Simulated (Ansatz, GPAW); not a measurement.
## Screening of a field by Cs/Ti(0001)

How does Cs/Ti(0001) screen a perpendicular field?

Method: Ansatz plane waves; slab in vacuum with a dipole correction, relaxation, in the first sound run; inputs show where later runs differ, in GPAW 26.7.0 and Ansatz 0.2.0.

**1. The structure**

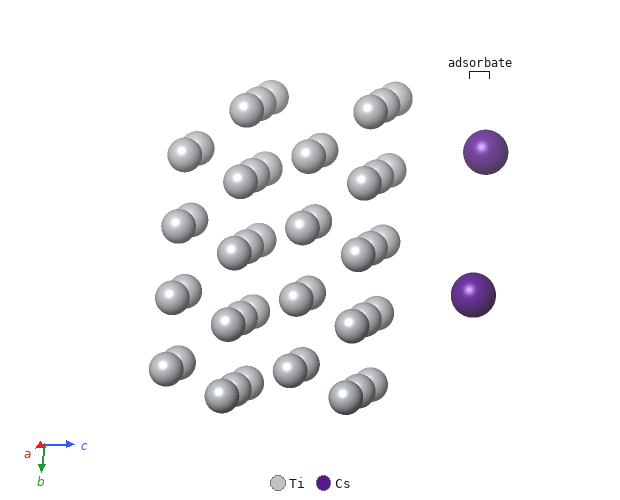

Start, viewed from the side, with the c axis across the page; titanium light grey, caesium purple. 1×2×1 cells are drawn. Some periodic images of atoms are drawn too.

The cell holds 17 atoms: 16 Ti and 1 Cs. Cell: a = 5.900 Å, b = 5.900 Å, c = 28.912 Å, α = 90.0°, β = 90.0°, γ = 60.0°. Vacuum lies along c.

**2. Relaxing the atoms**

The atoms are relaxed first, since the surface dipole, and with it the work function, follows the positions of the outer layers. The lowest 12 atoms are held at bulk positions and keep their forces.

Contents of input.yaml:

```yaml
crystal:
  lattice:
    - [5.9, 0.0, 0.0]
    - [2.95, 5.1095498823, 0.0]
    - [0.0, 0.0, 28.9119650788]
  atoms:
    - { symbol: Ti, position: [0.3333333334, 0.3333333334, 0.311289806] }
    - { symbol: Ti, position: [0.0, 0.0, 0.3923047074] }
    - { symbol: Ti, position: [0.3333333334, 0.3333333334, 0.4733196088] }
    - { symbol: Ti, position: [0.0, 0.0, 0.5543345102] }
    - { symbol: Ti, position: [0.3333333334, 0.8333333333, 0.311289806] }
    - { symbol: Ti, position: [0.0, 0.5, 0.3923047074] }
    - { symbol: Ti, position: [0.3333333334, 0.8333333333, 0.4733196088] }
    - { symbol: Ti, position: [0.0, 0.5, 0.5543345102] }
    - { symbol: Ti, position: [0.8333333334, 0.3333333334, 0.311289806] }
    - { symbol: Ti, position: [0.5, 0.0, 0.3923047074] }
    - { symbol: Ti, position: [0.8333333334, 0.3333333334, 0.4733196088] }
    - { symbol: Ti, position: [0.5, 0.0, 0.5543345102] }
    - { symbol: Ti, position: [0.8333333334, 0.8333333333, 0.311289806] }
    - { symbol: Ti, position: [0.5, 0.5, 0.3923047074] }
    - { symbol: Ti, position: [0.8333333334, 0.8333333333, 0.4733196088] }
    - { symbol: Ti, position: [0.5, 0.5, 0.5543345102] }
    - { symbol: Cs, position: [0.3333333333, 0.3333333333, 0.688710194] }
kpoints:
  mp_grid: { grid: [6, 6, 1] }
hamiltonian:
  xc: pbe
scf:
  occupations: { method: fermi_dirac, width: 0.1 }
efield:
  axis: 3
  dipole_correction: true
  ramp_width: 0.05
relax:
  f_tol: 0.02
  max_steps: 60
  constraints: [{ sites: [0, 1, 2, 4, 5, 6, 8, 9, 10, 12, 13, 14] }]
output:
  write_potential: true
  write_density: true
  volumetric_format: npy
```

On the command line:

```
> ansatz run input.yaml --threads 4 --pin off --max-ram 8192MiB --backend cpu --events-out ev --progress --plain --runs-dir out
```

Numbers of over 12 decimals in the logs are rounded to 6 here.

The program printed:

```text
Engine: ansatz 0.2.0, aarch64-unknown-linux-gnu
Pseudopotentials: kind: paw
Pseudopotential: Ti, paw, valence charge 12, recommended cutoff 420 eV (normal), Ti.paw.azcp
Pseudopotential: Cs, paw, valence charge 9, recommended cutoff 420 eV (normal), Cs.paw.azcp
Functional definition: PBE
  parameter kappa = 0.804
  parameter beta = 0.066725
  exchange = pbe_x(kappa = kappa, mu = beta*pi^2/3)
  correlation = pbe_c(beta = beta)
Crystal: 17 atoms, lattice volume = 871.590 Å³
Basis set: ecut = 420 eV, 16825 PW (Γ), exchange–correlation on 80×80×400 points (8 copies of the dense FFT grid, shifted against one another)
Bands: 121, of which v1, the nominal top of the filled ones, is band 101 counted from 1 (100 counted from 0)
Symmetry: 6 space group operations
Space group: P3m1 (ITA 156), of the structure as read, at distance tolerance 9.6e-5 Å
k-points: 7 of 36 (time reversal used)
Non-local potential: Ti, projectors of the file, l = 0: 3, l = 1: 2, l = 2: 3, l = 3: 1
Non-local potential: Cs, projectors of the file, l = 0: 3, l = 1: 2, l = 2: 2, l = 3: 2
PAW form: soft (Blöchl's): semilocal exchange-correlation on the pseudo side does not see the compensation charge
PAW one-centre angular grid: Ti, 590 points (default); XC on 64 Gauss nodes
PAW one-centre angular grid: Cs, 194 points (default); XC on 64 Gauss nodes
Initial density: superposition of atomic densities (neutral atoms: chi_scale 0, normalization atom), corrected by the library's trained network
Initial wavefunctions: pseudopotential atomic-orbital guess
Functional: x = pbe(κ = 0.804, μ = 0.219515), c = pbe(β = 0.066725)
SCF iter   1: F=—  HF=-45659.084836 eV  |F-HF|=—  |Δ(HF+E_count)|=         —  Δρ=5.42e-3  dr2=2.03e0  ethr=1.77e-3  p=0.369 e·Å  D=7.67e-2 V/Å  ΔV_dip=-2.22 eV  dr2_dipole=1.83e-1  V_vac-E_F(+/−)=1.89/4.11 eV  ⟨swp⟩=11.3  Hψ=4380  notcnv=0  defer=1
efield: sawtooth ramp at fractional position 0.9750 (placed from the atoms, in the widest stretch of the axis that holds none; the zero of the levels goes with the place), width 0.0500; the density the first Hamiltonian is built on has a dipole p = 0.369 e·Å; the dipole correction subtracts the counter field D = 7.67e-2 V/Å, which shifts the + side's vacuum level by -2.22 eV against the − side's; the planar-averaged density in the ramp window peaks in size at 2.9e-5 e/Å³
preconditioner: auto → LDOS  [metal: Δε(μ)=0.004 eV  Ē_g=2.831 eV  σ=0.100 eV  W_gap=0.01  n_scr=126 (ndim 8)  ℏωp=10.6 eV  f_vac=0.544  D(μ)=32.75/eV (n_scr^D=268)  β→1.0]
SCF iter   2: F=—  HF=-45659.052018 eV  |F-HF|=—  |Δ(HF+E_count)|=   3.28e-2  Δρ=1.67e-3  dr2=5.02e-2  ethr=1.01e-3  p=0.443 e·Å  D=9.19e-2 V/Å  ΔV_dip=-2.66 eV  dr2_dipole=5.76e-4  V_vac-E_F(+/−)=1.70/4.36 eV  ⟨swp⟩=3.3  Hψ=1013  notcnv=0
SCF iter   3: F=—  HF=-45659.054914 eV  |F-HF|=—  |Δ(HF+E_count)|=   2.90e-3  Δρ=5.69e-4  dr2=5.93e-3  ethr=2.50e-5  p=0.445 e·Å  D=9.25e-2 V/Å  ΔV_dip=-2.67 eV  dr2_dipole=3.69e-4  V_vac-E_F(+/−)=1.70/4.38 eV  ⟨swp⟩=4.1  Hψ=1786  notcnv=0
SCF iter   4: F=—  HF=-45659.054715 eV  |F-HF|=—  |Δ(HF+E_count)|=   1.98e-4  Δρ=2.03e-4  dr2=6.42e-4  ethr=2.95e-6  p=0.448 e·Å  D=9.30e-2 V/Å  ΔV_dip=-2.69 eV  dr2_dipole=2.54e-7  V_vac-E_F(+/−)=1.70/4.39 eV  ⟨swp⟩=3.3  Hψ=1456  notcnv=0
SCF iter   5: F=—  HF=-45659.054856 eV  |F-HF|=—  |Δ(HF+E_count)|=   1.41e-4  Δρ=1.09e-4  dr2=1.94e-4  ethr=3.19e-7  p=0.448 e·Å  D=9.30e-2 V/Å  ΔV_dip=-2.69 eV  dr2_dipole=1.28e-6  V_vac-E_F(+/−)=1.71/4.40 eV  ⟨swp⟩=4.7  Hψ=1800  notcnv=0
SCF iter   6: F=—  HF=-45659.054873 eV  |F-HF|=—  |Δ(HF+E_count)|=   1.61e-5  Δρ=3.64e-5  dr2=4.04e-5  ethr=9.64e-8  p=0.448 e·Å  D=9.30e-2 V/Å  ΔV_dip=-2.69 eV  dr2_dipole=1.83e-7  V_vac-E_F(+/−)=1.71/4.40 eV  ⟨swp⟩=3.6  Hψ=1496  notcnv=0
SCF iter   7: F=-45659.054878 eV  HF=-45659.054878 eV  |F-HF|=4.89e-7  |Δ(HF+E_count)|=   5.34e-6  Δρ=1.02e-5  dr2=2.56e-6  ethr=4.98e-9  p=0.448 e·Å  D=9.29e-2 V/Å  ΔV_dip=-2.69 eV  dr2_dipole=2.97e-8  V_vac-E_F(+/−)=1.72/4.40 eV  ⟨swp⟩=30.3  Hψ=12326  notcnv=0
SCF 1 converged in 7 iterations: F = -45659.054878 eV  dr2 = 2.56e-6
  greatest PAW one-centre occupation: 0.999 electrons in one spin orbital (limit 2), on the Ti atom at site 2 (counted from 0), in its partial waves of l = 0
relax step   1: F+E_penalty+E_count = -45659.05487836 eV  Δ(F+E_penalty+E_count) = +0.000e0 eV  max|allowed force component| = 4.360e-1 eV/Å  Δτ_max = 0.0000 Å  (7 SCF iters, dr2 threshold 1.00e-5 eV, accepted)
Initial density: handed on by an earlier stage of this run
Initial wavefunctions: those handed on with the density
iter 1 solved again at ethr=3.07e-3 eV; its pass at ethr=3.10e-3 eV (dr2=6.17e0 eV) is discarded
SCF iter   1: F=—  HF=-45659.500389 eV  |F-HF|=—  |Δ(HF+E_count)|=         —  Δρ=9.87e-3  dr2=6.30e0  ethr=3.07e-3  p=0.448 e·Å  D=9.29e-2 V/Å  ΔV_dip=-2.69 eV  dr2_dipole=1.09e-2  V_vac-E_F(+/−)=1.74/4.43 eV  ⟨swp⟩=1.0  Hψ=2884  notcnv=0
efield: sawtooth ramp at fractional position 0.9750 (handed on by an earlier solve), width 0.0500; the density the first Hamiltonian is built on has a dipole p = 0.448 e·Å; the dipole correction subtracts the counter field D = 9.29e-2 V/Å, which shifts the + side's vacuum level by -2.69 eV against the − side's; the planar-averaged density in the ramp window peaks in size at 1.1e-5 e/Å³
preconditioner: auto → LDOS  [metal: Δε(μ)=0.024 eV  Ē_g=2.875 eV  σ=0.100 eV  W_gap=0.06  n_scr=126 (ndim 8)  ℏωp=10.6 eV  f_vac=0.548  D(μ)=31.06/eV (n_scr^D=256)  β→1.0]
SCF iter   2: F=—  HF=-45659.279382 eV  |F-HF|=—  |Δ(HF+E_count)|=   2.21e-1  Δρ=3.82e-3  dr2=5.61e-1  ethr=3.07e-3  p=0.452 e·Å  D=9.39e-2 V/Å  ΔV_dip=-2.71 eV  dr2_dipole=7.03e-3  V_vac-E_F(+/−)=1.69/4.41 eV  ⟨swp⟩=2.4  Hψ=1259  notcnv=0
SCF iter   3: F=—  HF=-45659.239927 eV  |F-HF|=—  |Δ(HF+E_count)|=   3.95e-2  Δρ=1.25e-3  dr2=6.24e-2  ethr=2.79e-4  p=0.449 e·Å  D=9.33e-2 V/Å  ΔV_dip=-2.70 eV  dr2_dipole=1.96e-3  V_vac-E_F(+/−)=1.72/4.41 eV  ⟨swp⟩=2.4  Hψ=1344  notcnv=0
SCF iter   4: F=—  HF=-45659.233400 eV  |F-HF|=—  |Δ(HF+E_count)|=   6.53e-3  Δρ=3.77e-4  dr2=7.07e-3  ethr=3.11e-5  p=0.448 e·Å  D=9.31e-2 V/Å  ΔV_dip=-2.69 eV  dr2_dipole=1.66e-3  V_vac-E_F(+/−)=1.72/4.41 eV  ⟨swp⟩=2.7  Hψ=1430  notcnv=0
SCF iter   5: F=—  HF=-45659.233593 eV  |F-HF|=—  |Δ(HF+E_count)|=   1.93e-4  Δρ=1.14e-4  dr2=5.56e-4  ethr=3.52e-6  p=0.448 e·Å  D=9.30e-2 V/Å  ΔV_dip=-2.69 eV  dr2_dipole=2.71e-4  V_vac-E_F(+/−)=1.73/4.41 eV  ⟨swp⟩=2.9  Hψ=1095  notcnv=0
[...]
relax step   4: F+E_penalty+E_count = -45659.31367329 eV  Δ(F+E_penalty+E_count) = -4.472e-2 eV  max|allowed force component| = 9.801e-2 eV/Å  Δτ_max = 0.1951 Å  (5 SCF iters, dr2 threshold 6.58e-5 eV, accepted)
[...]
relax step   5: F+E_penalty+E_count = -45659.31699386 eV  Δ(F+E_penalty+E_count) = -3.321e-3 eV  max|allowed force component| = 4.206e-2 eV/Å  Δτ_max = 0.1032 Å  (6 SCF iters, dr2 threshold 9.40e-7 eV, accepted)
SCF iter   1: F=—  HF=-45659.317697 eV  |F-HF|=—  |Δ(HF+E_count)|=         —  Δρ=3.44e-4  dr2=2.14e-2  ethr=7.82e-5  p=0.469 e·Å  D=9.73e-2 V/Å  ΔV_dip=-2.81 eV  dr2_dipole=8.86e-3  V_vac-E_F(+/−)=1.60/4.41 eV  ⟨swp⟩=2.0  Hψ=1232  notcnv=0
efield: sawtooth ramp at fractional position 0.9750 (handed on by an earlier solve), width 0.0500; the density the first Hamiltonian is built on has a dipole p = 0.469 e·Å; the dipole correction subtracts the counter field D = 9.73e-2 V/Å, which shifts the + side's vacuum level by -2.81 eV against the − side's; the planar-averaged density in the ramp window peaks in size at 6.0e-6 e/Å³
preconditioner: auto → LDOS  [metal: Δε(μ)=0.031 eV  Ē_g=2.859 eV  σ=0.100 eV  W_gap=0.08  n_scr=126 (ndim 8)  ℏωp=10.6 eV  f_vac=0.554  D(μ)=31.02/eV (n_scr^D=256)  β→1.0]
SCF iter   2: F=—  HF=-45659.317669 eV  |F-HF|=—  |Δ(HF+E_count)|=   2.82e-5  Δρ=8.82e-5  dr2=3.00e-4  ethr=1.06e-5  p=0.470 e·Å  D=9.77e-2 V/Å  ΔV_dip=-2.82 eV  dr2_dipole=1.02e-4  V_vac-E_F(+/−)=1.59/4.42 eV  ⟨swp⟩=1.0  Hψ=980  notcnv=0
SCF iter   3: F=—  HF=-45659.317659 eV  |F-HF|=—  |Δ(HF+E_count)|=   9.49e-6  Δρ=3.83e-5  dr2=4.53e-5  ethr=1.49e-7  p=0.469 e·Å  D=9.74e-2 V/Å  ΔV_dip=-2.81 eV  dr2_dipole=4.54e-7  V_vac-E_F(+/−)=1.60/4.42 eV  ⟨swp⟩=3.0  Hψ=1394  notcnv=0
SCF iter   4: F=—  HF=-45659.317579 eV  |F-HF|=—  |Δ(HF+E_count)|=   8.01e-5  Δρ=1.41e-5  dr2=5.04e-6  ethr=2.25e-8  p=0.469 e·Å  D=9.73e-2 V/Å  ΔV_dip=-2.81 eV  dr2_dipole=1.00e-10  V_vac-E_F(+/−)=1.60/4.42 eV  ⟨swp⟩=2.7  Hψ=1398  notcnv=0
SCF iter   5: F=—  HF=-45659.317580 eV  |F-HF|=—  |Δ(HF+E_count)|=   2.82e-7  Δρ=5.20e-6  dr2=6.28e-7  ethr=2.51e-9  p=0.469 e·Å  D=9.73e-2 V/Å  ΔV_dip=-2.81 eV  dr2_dipole=1.45e-7  V_vac-E_F(+/−)=1.60/4.42 eV  ⟨swp⟩=3.6  Hψ=1670  notcnv=0
SCF iter   6: F=—  HF=-45659.317580 eV  |F-HF|=—  |Δ(HF+E_count)|=   9.72e-8  Δρ=1.76e-6  dr2=1.34e-7  ethr=4.98e-11  p=0.469 e·Å  D=9.73e-2 V/Å  ΔV_dip=-2.81 eV  dr2_dipole=6.03e-8  V_vac-E_F(+/−)=1.60/4.42 eV  ⟨swp⟩=16.4  Hψ=8208  notcnv=0
SCF iter   7: F=-45659.317580 eV  HF=-45659.317580 eV  |F-HF|=1.27e-8  |Δ(HF+E_count)|=   2.53e-8  Δρ=8.97e-7  dr2=1.56e-8  ethr=4.98e-11  p=0.469 e·Å  D=9.74e-2 V/Å  ΔV_dip=-2.81 eV  dr2_dipole=1.50e-9  V_vac-E_F(+/−)=1.60/4.42 eV  ⟨swp⟩=15.4  Hψ=6601  notcnv=0
SCF 6 converged in 7 iterations: F = -45659.317580 eV  dr2 = 1.56e-8
relax step   6: F+E_penalty+E_count = -45659.31757975 eV  Δ(F+E_penalty+E_count) = -5.859e-4 eV  max|allowed force component| = 7.140e-3 eV/Å  Δτ_max = 0.0318 Å  (7 SCF iters, accepted)
NSCF: frozen V_eff on 7 k-points
the band table was solved once a step of the walk had ended and its energy, with any forces and stress, was formed, with the checks that follow a solve (3705 applications of the Hamiltonian). They found nothing against the state; the energy, forces and stress were not computed again (output.eigenvalues in the input reference)
WARN: The output density's exchange-correlation potential varies sharply where the density is thin. Do not read a vacuum level from v_tot or v_xc, or from such a field of the output density. On a cell that repeats whose density bears no net charge and no dipole along the vacuum's axis use v_es (v_loc + v_h of the components); under efield.dipole_correction with no amplitude use v_es + v_field, which holds any externa [...]
SCF converged after 7 iterations
Free energy (F): -45659.317580 eV
Harris-Foulkes:  -45659.317580 eV  (|F-HF|=1.27e-8)
Internal energy: -45658.314532 eV  (E = F + TS)
E sigma→0 (E₀):  -45658.816056 eV
Entropy (-TS):   -1.003048 eV (-59.003 meV/atom)
Fermi energy:    2.915898 eV
Dipole field:    D = 0.097327 V/Å  (p = 0.468795 e·Å, saw-weighted, corrected)
Work function:   Φ+ = 1.6021 eV   Φ− = 4.4160 eV
Levels:          The Fermi level and band energies are counted from a zero that moves with the ramp; work functions are not
--- Per-component energies (eV) ---
  E_band       = -4603.392397
  E_kinetic    = 4485.076814
  E_local      = -265502.223611  (includes V_loc(G=0)·N_el)
  E_nonlocal   = 166.301423
  E_hartree    = 130517.028220
  E_xc         = -1722.531635
  E_vxc        = -2062.230119  (∫ρ·V_xc dr)
  E_paw        = -21829.448908  (= ΣΔE_a)
  E_vpaw       = -2757.139651  (= ΣTr[D̂ρ^β])
  E_aug_tail   = 0.001935  (compensation charges beyond the density's cutoff)
  E_efield     = 0.022813  (sawtooth field / dipole correction)
  E_vefield    = 32.718271  (∫n·V_field dr)
  E_ewald      = 108227.458416
  E_smearing   = -1.003048  (= −TS)
  E_closure    = -0.000000  (closes the sum)
  Σ components = -45659.317580   (vs F -45659.317580, Δ=0.00e0)
--- Forces (eV/Å), atoms counted from 1 ---
  atom   1  Ti     0.00000000    -0.00000000     0.55427019
  atom   2  Ti    -0.00000000     0.00000000    -0.68701144
  atom   3  Ti     0.00000000    -0.00000000     0.00992145
  atom   4  Ti    -0.00000000     0.00000000    -0.00713981
  atom   5  Ti     0.00089521    -0.00051685     0.55106367
  atom   6  Ti    -0.00941985     0.00543855    -0.70874964
  atom   7  Ti    -0.06035093     0.03484362     0.19976532
  atom   8  Ti     0.00019710    -0.00011380     0.00328506
  atom   9  Ti     0.00000000     0.00103370     0.55106367
  atom  10  Ti    -0.00000000    -0.01087711    -0.70874964
  atom  11  Ti     0.00000000    -0.06968725     0.19976532
  atom  12  Ti    -0.00000000     0.00022759     0.00328506
  atom  13  Ti    -0.00089521    -0.00051685     0.55106367
  atom  14  Ti     0.00941985     0.00543855    -0.70874964
  atom  15  Ti     0.06035093     0.03484362     0.19976532
  atom  16  Ti    -0.00019710    -0.00011380     0.00328506
  atom  17  Cs    -0.00000000     0.00000000    -0.00616075
  max |Σ_I F_I| component: 2.71e-5 eV/Å
--- Band table (eV; the first three rows and the last of 7) ---
  k-point 0: bands = [... 97 lower, 2.9962, 3.2224, 3.3432, 3.3512, 3.3561, 3.3561, 3.5582, 3.5801, ... 16 higher]
  k-point 1: bands = [... 97 lower, 2.9769, 3.0782, 3.2025, 3.2108, 3.2142, 3.2692, 3.3877, 3.4624, ... 16 higher]
  k-point 2: bands = [... 97 lower, 2.7932, 2.8173, 2.9223, 2.9290, 2.9792, 3.0093, 3.1661, 3.1751, ... 16 higher]
  k-point 6: bands = [... 97 lower, 2.5087, 2.5107, 2.6098, 2.6098, 2.6220, 2.8602, 2.8856, 2.9961, ... 16 higher]
--- Relaxed structure (6 steps of the walk, 6 accepted, 0 SCFs on fresh bases) ---
  F+E_penalty+E_count = -45659.31757975 eV   max|allowed force component| = 7.140e-3 eV/Å
  atoms:
    - { symbol: Ti, position: [0.333333, 0.333333, 0.311290] }
    - { symbol: Ti, position: [2.7275375343293297e-17, 4.353815782718623e-17, 0.392305] }
    - { symbol: Ti, position: [0.333333, 0.333333, 0.473320] }
    - { symbol: Ti, position: [2.6642497329570605e-17, 4.353815782718623e-17, 0.550845] }
    - { symbol: Ti, position: [0.333333, 0.833333, 0.311290] }
    - { symbol: Ti, position: [5.551115123125783e-17, 0.500000, 0.392305] }
    - { symbol: Ti, position: [0.333333, 0.833333, 0.473320] }
    - { symbol: Ti, position: [0.00169009, 0.499155, 0.548942] }
    - { symbol: Ti, position: [0.833333, 0.333333, 0.311290] }
    - { symbol: Ti, position: [0.5, 4.353815782718623e-17, 0.392305] }
    - { symbol: Ti, position: [0.833333, 0.333333, 0.473320] }
    - { symbol: Ti, position: [0.499155, 0.00169009, 0.548942] }
    - { symbol: Ti, position: [0.833333, 0.833333, 0.311290] }
    - { symbol: Ti, position: [0.5, 0.500000, 0.392305] }
    - { symbol: Ti, position: [0.833333, 0.833333, 0.473320] }
    - { symbol: Ti, position: [0.499155, 0.499155, 0.548942] }
    - { symbol: Cs, position: [0.333333, 0.333333, 0.669440] }
```

The job ended after 2.4 min (4 threads of Arm Neoverse V1, shared host; peak memory 2.4 GiB).

Relaxation path:

| step | energy less that of the first step (eV) | largest force component (eV/Å) |
| --- | --- | --- |
| 1 | 0.0000 | 0.4360 |
| 2 | -0.1788 | 0.3824 |
| 3 | -0.2141 | 0.3132 |
| 4 | -0.2588 | 0.0980 |
| 5 | -0.2621 | 0.0421 |
| 6 | -0.2627 | 0.0071 |

The run keeps the 6 symmetry operations that it works with, so distortions that break them were not tested.

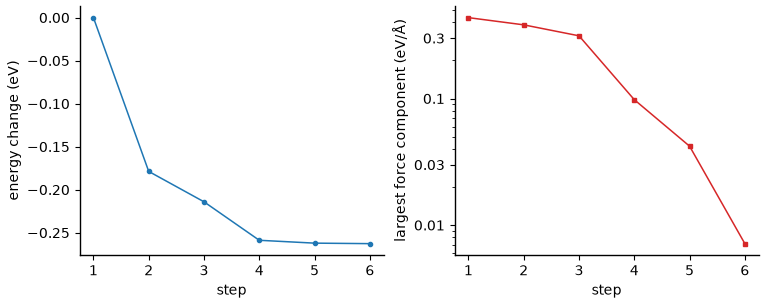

Energy and largest force along the relaxation.

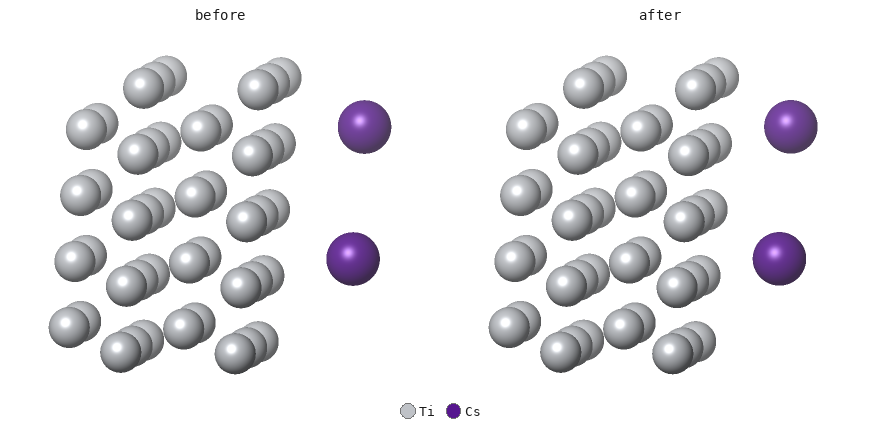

Before and after, at one scale.

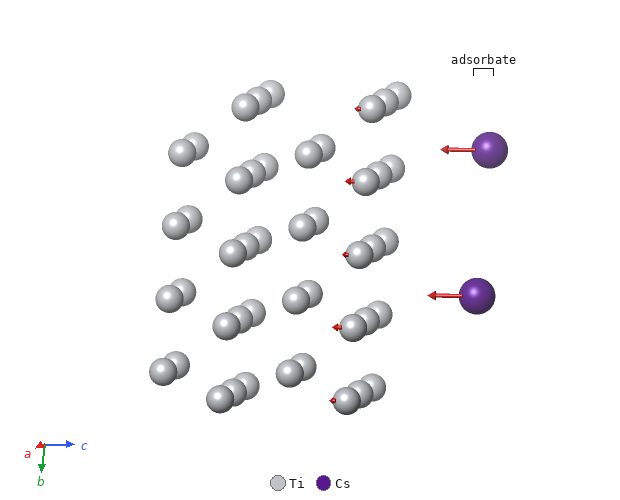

Displacements in the relaxation, exaggerated; the longest in the cell stands for 0.56 Å. 1×2×1 cells are drawn. Some periodic images of atoms are drawn too.

The atoms that moved most (Å):

| atom | dx | dy | dz | length |
| --- | --- | --- | --- | --- |
| Cs17 | 0.000 | 0.000 | -0.557 | 0.557 |
| Ti16 | -0.007 | -0.004 | -0.156 | 0.156 |
| Ti12 | 0.000 | 0.009 | -0.156 | 0.156 |
| Ti8 | 0.007 | -0.004 | -0.156 | 0.156 |
| Ti4 | 0.000 | 0.000 | -0.101 | 0.101 |

This step gave:

| Quantity | Value |
| --- | --- |
| free energy | -45659.3176 eV |
| smearing term TS | 1.003 eV |
| symmetry operations | 6 |
| upper work function | 1.602 eV |
| lower work function | 4.416 eV |
| dipole along the normal | 0.4688 e·Å |
| dipole field | 0.09733 V/Å |
| vacuum level above | 4.518 eV |
| vacuum level below | 7.332 eV |

The electrostatic potential energy of an electron (with the applied field's), less the Fermi level, planar mean oscillates, so the rows of the table below give means over windows of 2 Å about each position, cut where the curve ends. Its maxima inside the range that stand out by 2 % of the span (Å: eV): 2.2: 4.42, 10.1: -0.228, 12.6: -0.444, 14.7: -1.16, 17.6: 2.86. Its minima: 9.0: -12.8, 11.3: -12.5, 13.7: -12.5, 15.9: -12.7, 19.5: -2.71.

Table of electrostatic potential energy of an electron (with the applied field's), less the Fermi level, planar mean by z; means over each step:

| z (Å) | electrostatic potential energy of an electron (with the applied field's), less the Fermi level, planar mean (eV) |
| --- | --- |
| 0 | 3.91 |
| 2 | 4.42 |
| 4 | 4.41 |
| 6 | 4.27 |
| 8 | -2.92 |
| 10 | -5.68 |
| 12 | -6.42 |
| 14 | -7.51 |
| 16 | -7.72 |
| 18 | 1.30 |
| 20 | -1.27 |
| 22 | 1.39 |
| 24 | 1.59 |
| 26 | 1.60 |
| 28 | 1.79 |

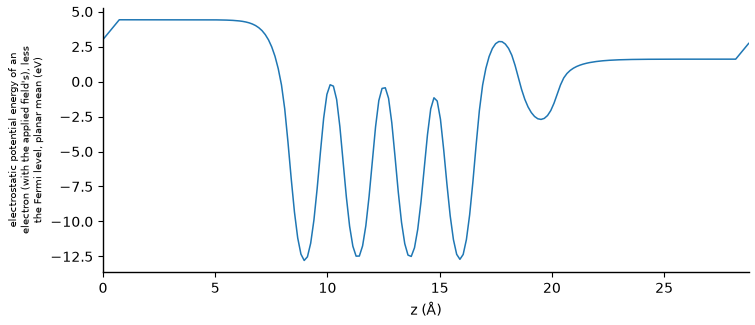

Electrostatic potential energy of an electron (with the applied field's), less the Fermi level, planar mean, plotted against z.

[end of part 1 of 3]

[Logs are printed without paths, hosts, clocks, repeated set-up lines and the standing remarks that a program may print on its own settings, such as how far it seeks lower states.]

[Hosts, paths, dates, database ids (printed as entryN), source tags and the programs' standing remarks are cut or masked in the printed files.]
